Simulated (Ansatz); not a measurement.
```yaml
crystal:
  lattice:
    - [2.73984, 0.00000, 0.00000]
    - [-1.36992, 2.37277, 0.00000]
    - [0.00000, 0.00000, 21.87562]
  atoms:
    - { symbol: Ru, position: [0.66667, 0.33333, 0.09979] }
    - { symbol: Ru, position: [0.66667, 0.33333, 0.29868] }
    - { symbol: Ru, position: [0.66667, 0.33333, 0.70132] }
    - { symbol: Ru, position: [0.66667, 0.33333, 0.90021] }
    - { symbol: Ir, position: [0.33333, 0.66667, 0.00000] }
    - { symbol: Ir, position: [0.33333, 0.66667, 0.19919] }
    - { symbol: Ir, position: [0.33333, 0.66667, 0.39716] }
    - { symbol: Ir, position: [0.33333, 0.66667, 0.60284] }
    - { symbol: Ir, position: [0.33333, 0.66667, 0.80081] }
    - { symbol: Ir, position: [0.66667, 0.33333, 0.50000] }
```

Space group P-6m2; a structure generated by program, which may or may not match a known phase; computed without spin polarisation.

These are results of DFT PBE, scalar-relativistic, plane waves, PAW in Ansatz 0.2.0, not measurements.

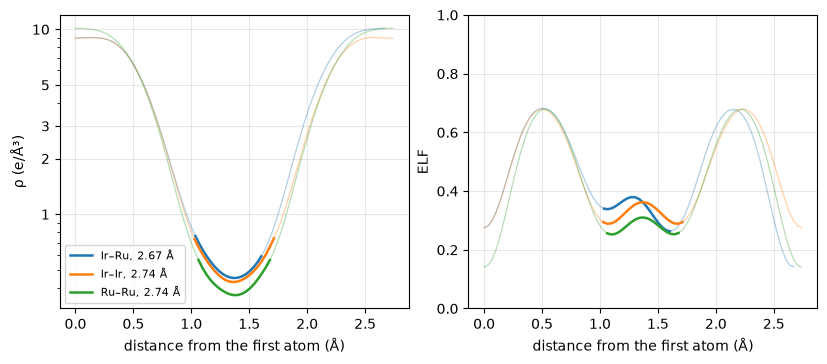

Ir3Ru2. Valence electron density and electron localisation function along straight lines between neighbouring atoms. Thin, pale parts lie inside the atomic spheres.

In a PAW calculation such maps are meaningful between the atoms, not at the nuclei.

### Compare the contacts.

Ir–Ru (2.67 Å): the density is about 0.45 e/Å³ at the midpoint; the ELF is about 0.35 at the midpoint.
Ir–Ir (2.74 Å): ρ is about 0.43 e/Å³ halfway; the ELF is about 0.35 at the midpoint.
Ru–Ru (2.74 Å): ρ is about 0.37 e/Å³ halfway; the ELF is about 0.30 at the midpoint.
